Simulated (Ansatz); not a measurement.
Partial pair distribution functions of a relaxed model of amorphous In$_{24}$O$_{37}$Ca, broadened by 0.06 Å; density 6.40 g/cm³. The numbers are results of PBE, scalar-relativistic without spin-orbit coupling (plane waves to 420 eV, PAW; Ansatz, a program for electronic structure), not measurements.

The cell was made by melting and quenching with the CHGNet potential and then relaxed with DFT. O atoms were pushed apart under 1.9 Å during the dynamics, to hinder bonds among them. The hot cell started wider than the set density and was brought back towards it in steps. It is the lowest in DFT energy of 2 quenches. It is a model cell: composition and starting density were chosen by hand, and all elements were melted together. No dispersion term was used. Its density started from a set value of 6.40 and ended at 6.40 g/cm³. Cooling (nominally 330 K/ps over its main leg) ran many orders faster than in experiment, which tends to leave more defects and strain. Values belong to this one cell and scatter from quench to quench. The volume was held where the preparation left it and the shape relaxed, at a PBE pressure of 0.6 GPa. Stress components on the final sampling reach 0.7 GPa.

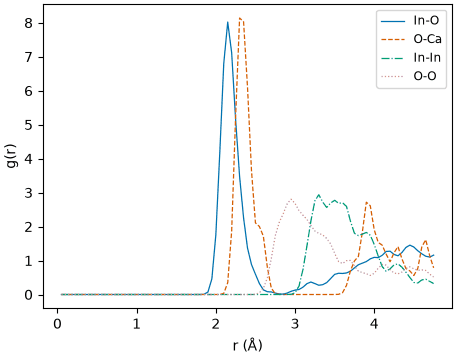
Partial pair distribution functions

Highest peaks under 4.5 Å: In-O near 2.15 Å, O-Ca near 2.30 Å, In-In near 3.30 Å, O-O near 2.95 Å; pairs of few atoms are noisy.

Within 2.76 Å each In has 5.46 O neighbours on average.
